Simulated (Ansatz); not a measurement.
The starting structures come from a database of crystals and need not be the phases stable at ambient conditions.

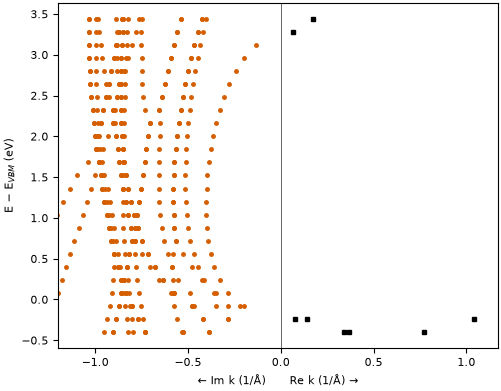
*Complex bands at the centre of the two-dimensional zone; PBEsol (Ansatz, a quantum-chemistry and plane-wave program)*

The gap is the functional's own. No spin-orbit coupling. Mid-gap values are interpolated on the energy grid.

### Question
This is LiH₂N (I-4, not sure to be the ambient phase, 16 atoms a cell, 7.8 Å³ an atom) along the normal of (100). Read off the slowest decay at the centre of the two-dimensional zone at 1.68 eV, the computed energy nearest the middle of the gap.

### Answer
κ ≈ 0.39 1/Å, a decay length 1/(2κ) of the density of 1.3 Å.
